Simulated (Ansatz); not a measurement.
# Nudged elastic band of CH$_{8}$N$_{2}$OSi (part 2 of 2)

Continued. System: CH$_{8}$N$_{2}$OSi. Method: UKS PBE-D4/6-31G* (Ansatz 0.2.0). It belongs to a series of runs on one base structure; here: band between the two ends.

Geometry of the input (Å):
```
H  0.4075  1.1002  1.3702
N  0.1128  0.1179  1.1921
C  -0.0849  -0.2172  -0.1172
Si -0.8891  -1.9179  -0.4883
N  0.2809  0.6213  -1.0526
H  0.7502  2.1887  -0.2370
O  0.9774  2.7184  0.5891
H  -0.3189  -0.4233  1.9340
H  -0.8095  -2.8356  0.6982
H  -0.1756  -2.5309  -1.6542
H  -2.3300  -1.7232  -0.8529
H  0.1258  0.2428  -1.9938
H  1.9535  2.6588  0.6125
```

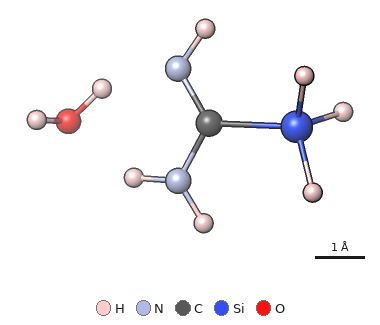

**Figure 1.** The input geometry (ball-and-stick view, seen at a tilt).

```
Total energy: -14059.25961968 eV, -516.6682613147 hartree
Atom 0 at     0.473008     1.378738     1.240127 Å, force     0.002346    -0.000260     0.003239 eV/Å
Atom 1 at     0.047236     0.223691     1.223560 Å, force    -0.019086    -0.031399    -0.016088 eV/Å
Atom 2 at    -0.088236    -0.170705    -0.046209 Å, force     0.012759     0.031935     0.007647 eV/Å
Atom 3 at    -0.862139    -1.861529    -0.484378 Å, force     0.001688    -0.001602    -0.000123 eV/Å
Atom 4 at     0.298965     0.687067    -0.994951 Å, force    -0.019600    -0.035333    -0.002702 eV/Å
Atom 5 at     0.664197     1.734307    -0.462108 Å, force     0.003132    -0.002278    -0.002569 eV/Å
Atom 6 at     0.878418     2.458925     0.612962 Å, force     0.010617     0.002998    -0.000017 eV/Å
Atom 7 at    -0.250613    -0.418269     1.956619 Å, force     0.009059     0.022400     0.019496 eV/Å
Atom 8 at    -0.719716    -2.790345     0.683331 Å, force     0.002216    -0.006234     0.006122 eV/Å
Atom 9 at    -0.172121    -2.433856    -1.685420 Å, force     0.003587    -0.002725    -0.008155 eV/Å
Atom 10 at    -2.315595    -1.680596    -0.797992 Å, force    -0.009026    -0.001054    -0.000706 eV/Å
Atom 11 at     0.194136     0.404693    -1.968529 Å, force     0.013219     0.027928    -0.005520 eV/Å
Atom 12 at     1.852359     2.467877     0.723092 Å, force    -0.010910    -0.004377    -0.000623 eV/Å
Dipole moment:     0.056650    -0.609325    -0.122236 e Å
this run last wrote the band of iteration 7 to [file]
```

The last band as extended XYZ (Å, eV, eV/Å)
```
13
Properties=species:S:1:pos:R:3:forces:R:3 image=0 energy=-14059.76479
H     0.4075    1.1002    1.3702    0.0030  -0.0001   0.0047
N     0.1128    0.1179    1.1921   -0.0006   0.0039  -0.0033
C    -0.0849   -0.2172   -0.1172    0.0093  -0.0214   0.0029
Si   -0.8891   -1.9179   -0.4883    0.0002   0.0059  -0.0013
N     0.2809    0.6213   -1.0526   -0.0096   0.0090   0.0035
H     0.7502    2.1887   -0.2370    0.0003  -0.0025  -0.0022
O     0.9774    2.7184    0.5891    0.0026   0.0045  -0.0008
H    -0.3189   -0.4233    1.9340   -0.0026  -0.0006  -0.0020
H    -0.8095   -2.8356    0.6982   -0.0008   0.0008   0.0015
H    -0.1756   -2.5309   -1.6542    0.0013  -0.0013  -0.0002
H    -2.3300   -1.7232   -0.8529   -0.0030   0.0015   0.0012
H     0.1258    0.2428   -1.9938    0.0028  -0.0011  -0.0060
H     1.9535    2.6588    0.6125   -0.0030   0.0013   0.0022
13
Properties=species:S:1:pos:R:3:forces:R:3 image=1 energy=-14059.75219
H     0.3580    1.1534    1.3612   -0.0098  -0.0392   0.0146
N     0.0669    0.1643    1.1946   -0.0098  -0.0242  -0.0067
C    -0.0873   -0.2004   -0.1102    0.0137  -0.0101   0.0066
Si   -0.8756   -1.9001   -0.4847   -0.0113  -0.0226  -0.0010
N     0.2876    0.6283   -1.0523   -0.0006   0.0054  -0.0235
H     0.7575    2.1172   -0.2702    0.0106   0.1022   0.0274
O     0.9644    2.6718    0.5544    0.0462   0.0666   0.0188
H    -0.2975   -0.4083    1.9480   -0.0283  -0.0122  -0.0140
H    -0.7400   -2.8337    0.6832   -0.0087  -0.0203   0.0024
H    -0.1861   -2.4710   -1.6852   -0.0076  -0.0233  -0.0049
H    -2.3296   -1.7140   -0.7960   -0.0111  -0.0193  -0.0003
H     0.1523    0.2483   -1.9948   -0.0110  -0.0462   0.0006
H     1.9293    2.5442    0.6522    0.0276   0.0432  -0.0199
13
Properties=species:S:1:pos:R:3:forces:R:3 image=2 energy=-14059.66816
H     0.3751    1.2005    1.3312   -0.1291  -0.2159   0.1457
N     0.0514    0.1995    1.2029   -0.0118  -0.0857  -0.0564
C    -0.0877   -0.1835   -0.0943    0.0079  -0.0317  -0.0553
Si   -0.8690   -1.8785   -0.4821   -0.0193  -0.0429  -0.0004
N     0.2939    0.6454   -1.0371   -0.0065  -0.0491  -0.0815
H     0.7462    1.9831   -0.3048    0.1117   0.3878   0.1785
O     0.9208    2.5790    0.5320    0.1007   0.2505  -0.0372
H    -0.2547   -0.3979    1.9628   -0.0243   0.0105   0.0077
H    -0.7280   -2.8096    0.6859   -0.0179  -0.0396   0.0065
H    -0.1746   -2.4430   -1.6828   -0.0081  -0.0268  -0.0017
H    -2.3216   -1.6921   -0.7966   -0.0198  -0.0275   0.0025
H     0.1642    0.3061   -1.9921   -0.0523  -0.1816  -0.0309
H     1.8840    2.4910    0.6751    0.0687   0.0520  -0.0774
13
Properties=species:S:1:pos:R:3:forces:R:3 image=3 energy=-14059.44374
H     0.4206    1.2755    1.2831   -0.3019  -0.5951   0.2559
N     0.0500    0.2244    1.2154    0.0073  -0.0229  -0.0738
C    -0.0874   -0.1723   -0.0695    0.0098   0.0027  -0.1246
Si   -0.8640   -1.8655   -0.4818   -0.0128  -0.0285   0.0144
N     0.2958    0.6672   -1.0138   -0.0286  -0.1148  -0.1184
H     0.7112    1.8500   -0.3658    0.2811   0.6656   0.5585
O     0.8906    2.4939    0.5479    0.0792   0.2056  -0.3679
H    -0.2457   -0.3994    1.9620    0.0342   0.1267   0.0474
H    -0.7223   -2.7965    0.6851   -0.0135  -0.0373   0.0117
H    -0.1719   -2.4342   -1.6832   -0.0001  -0.0009   0.0086
H    -2.3169   -1.6829   -0.7975   -0.0127  -0.0131   0.0046
H     0.1818    0.3672   -1.9807   -0.0676  -0.2080  -0.0677
H     1.8580    2.4725    0.6987    0.0256   0.0201  -0.1485
13
Properties=species:S:1:pos:R:3:forces:R:3 image=5 energy=-14059.44557
H     0.5351    1.5219    1.2101    0.3639   0.8188  -0.1729
N     0.0422    0.1976    1.2321   -0.0488  -0.1471   0.0495
C    -0.0923   -0.1819   -0.0256   -0.0163  -0.0432   0.1090
Si   -0.8636   -1.8642   -0.4891   -0.0089  -0.0240  -0.0260
N     0.2997    0.6844   -0.9866   -0.0083  -0.0596   0.0654
H     0.6262    1.6586   -0.5524   -0.2101  -0.4260  -0.5259
O     0.8752    2.4653    0.6882   -0.0092   0.0458   0.4221
H    -0.2630   -0.4576    1.9497   -0.0733  -0.2169  -0.0349
H    -0.7187   -2.7900    0.6805    0.0039   0.0038  -0.0120
H    -0.1739   -2.4380   -1.6905   -0.0087  -0.0261  -0.0263
H    -2.3179   -1.6828   -0.8001   -0.0139  -0.0142  -0.0124
H     0.1983    0.4248   -1.9646    0.0372   0.1311   0.0167
H     1.8526    2.4619    0.7483   -0.0075  -0.0424   0.1478
13
Properties=species:S:1:pos:R:3:forces:R:3 image=6 energy=-14059.66886
H     0.5765    1.6673    1.2165    0.1239   0.4142   0.0190
N     0.0371    0.1683    1.2443   -0.0245  -0.0748   0.0510
C    -0.0975   -0.2023   -0.0075    0.0025  -0.0495   0.0310
Si   -0.8681   -1.8764   -0.4955   -0.0174  -0.0370  -0.0191
N     0.3006    0.6557   -0.9845   -0.0168  -0.1006   0.0145
H     0.5951    1.6113   -0.6342   -0.0828  -0.1335  -0.2353
O     0.8977    2.5370    0.7427    0.0770   0.2105   0.1498
H    -0.2792   -0.5180    1.9314   -0.0502  -0.1723  -0.0510
H    -0.7206   -2.7982    0.6753   -0.0065  -0.0261  -0.0115
H    -0.1788   -2.4489   -1.6985   -0.0141  -0.0314  -0.0276
H    -2.3221   -1.6915   -0.8063   -0.0190  -0.0256  -0.0172
H     0.1871    0.4275   -1.9660   -0.0250   0.0099  -0.0063
H     1.8722    2.4683    0.7823    0.0529   0.0161   0.1026
13
Properties=species:S:1:pos:R:3:forces:R:3 image=7 energy=-14059.75142
H     0.5888    1.8031    1.2413    0.0091   0.1002   0.0203
N     0.0291    0.1472    1.2501   -0.0091  -0.0081   0.0184
C    -0.0984   -0.2247    0.0007    0.0138  -0.0084  -0.0115
Si   -0.8735   -1.8973   -0.5040   -0.0075  -0.0179  -0.0076
N     0.3197    0.6177   -0.9873   -0.0069  -0.0288   0.0009
H     0.5873    1.5796   -0.6810   -0.0025  -0.0293  -0.0327
O     0.9402    2.6293    0.7684    0.0392   0.0681   0.0164
H    -0.2881   -0.5704    1.9094   -0.0089  -0.0381  -0.0173
H    -0.7320   -2.8255    0.6626   -0.0072  -0.0230  -0.0084
H    -0.1905   -2.4721   -1.7106   -0.0089  -0.0167  -0.0130
H    -2.3276   -1.7097   -0.8179   -0.0078  -0.0157  -0.0073
H     0.1364    0.4154   -1.9641   -0.0301  -0.0127   0.0019
H     1.9085    2.5076    0.8325    0.0269   0.0304   0.0400
13
Properties=species:S:1:pos:R:3:forces:R:3 image=8 energy=-14059.76409
H     0.5852    1.8750    1.2401    0.0075   0.0037  -0.0038
N     0.0312    0.1357    1.2445    0.0063   0.0094   0.0087
C    -0.0885   -0.2473   -0.0011   -0.0074  -0.0170  -0.0042
Si   -0.8884   -1.9133   -0.5108    0.0013   0.0002  -0.0041
N     0.3643    0.5727   -0.9952    0.0084  -0.0067   0.0135
H     0.6396    1.5323   -0.7005   -0.0013   0.0067  -0.0050
O     0.9465    2.6845    0.7609   -0.0045   0.0062  -0.0031
H    -0.2957   -0.5818    1.9009   -0.0041  -0.0021  -0.0038
H    -0.7186   -2.8703    0.6290    0.0007  -0.0010  -0.0011
H    -0.2547   -2.4745   -1.7515   -0.0027   0.0023   0.0021
H    -2.3524   -1.7180   -0.7732    0.0021   0.0006   0.0015
H     0.1226    0.3923   -1.9641   -0.0029   0.0044  -0.0037
H     1.9088    2.6127    0.9211   -0.0034  -0.0068   0.0031
```

Summary

| quantity | value |
| --- | --- |
| outcome | converged |
| barrier, forward | 0.505 eV |
| barrier, backward | 0.504 eV |
| hardware | 4 threads of Arm Neoverse N1, 16 GiB of memory available, shared host |
| wall time | 2.6 min (CPU time 9.9 min) |
| peak memory | 0.18 GiB |

Notes

The order of the saddle point was not checked.
